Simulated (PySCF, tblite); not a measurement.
**C4H3F2O2 radical: geometry, infrared bands and EPR parameters**

Aim: predict the infrared bands and EPR parameters of C4H3F2O2 radical (`OC1=C(F)C[C](F)O1`).

Computed with tblite 0.8.0 and PySCF 2.14.0, with density-fitted response routines of our own, on a single molecule in the gas phase. Atoms count from 0, in the outputs and in this text.

### 1 Starting geometry

11 atoms, charge 0, multiplicity 2; geometry from: force field or distance geometry start.

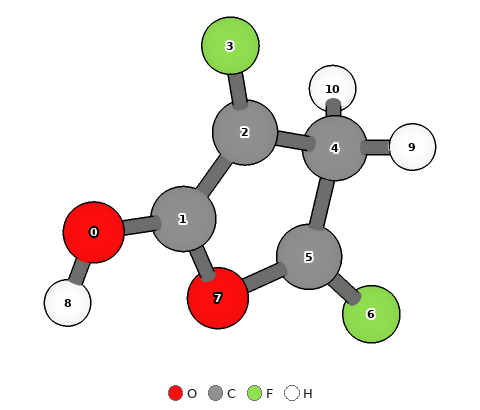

As it starts; oxygen red, carbon grey, fluorine green, hydrogen white, atoms numbered; sticks join atoms by distance.

### 2 Relaxing the molecule with GFN2-xTB

What the job is given:

```
{"job": {"kind": "relax", "xc": "GFN2-xTB", "basis": "xTB"}, "charge": 0, "multiplicity": 2}
O      2.421700    -0.029200     0.248500
C      1.060200     0.061600     0.066500
C      0.192500    -0.910900     0.349600
F      0.485100    -2.113200     0.823800
C     -1.190300    -0.432600     0.031000
C     -0.899400     0.946800    -0.477200
F     -1.819700     1.873900    -0.781800
O      0.473600     1.221400    -0.414400
H      2.766700     0.833600    -0.033000
H     -1.828400    -0.405200     0.916900
H     -1.656500    -1.043500    -0.756000
```

Launch:

```sh
$ OMP_NUM_THREADS=1 python probes_run.py task.json out
```

One launch serves the whole session: the jobs run in the order shown.

**Question.** This job is followed by: GFN2-xTB harmonic vibrations, gas phase; UKS B3LYP, pcH-1 on C F H O, non-relativistic, mean-field spin-orbit, GIAO. Predict these results of the whole session: strongest single infrared mode (GFN2-xTB); zero-point energy (GFN2-xTB); g(iso) (B3LYP); ⟨S²⟩; largest a(iso) (averaged by class); potential on the surface of density 0.002 e/bohr³, 1st and 99th percentile.

As calculated:

```
                                                                  quantity                  value
                                 strongest single infrared mode (GFN2-xTB)  1276 cm⁻¹, 375 km/mol
                                              zero-point energy (GFN2-xTB)          40.9 kcal/mol
                                                            g(iso) (B3LYP)                2.00354
                                                                      ⟨S²⟩     0.753 (exact 0.75)
                                        largest a(iso) (averaged by class)   13C on C5, 390.2 MHz
potential on the surface of density 0.002 e/bohr³, 1st and 99th percentile     -0.90 V and 2.86 V
```

In words: Over 40 steps the energy fell by 0.341 eV; of the close pairs, O0–C1 changed most, 1.377 to 1.332 Å. All 27 modes are real, so the xTB geometry is a minimum. The strongest single mode, at 1276 cm⁻¹, has its largest shares on C1, H8, C4 and C2 (the list is cut at 4 atoms). GFN2-xTB is a fitted tight-binding method: band positions and strengths are rough. Its intensities can rank the bands wrongly. Most of the unpaired spin sits on C5 (0.81 e). The isotropic g lies 1.2 ppt above the free-electron value. The conformer search found further structures of the same energy, which may be mirror or relabelled copies of this one.
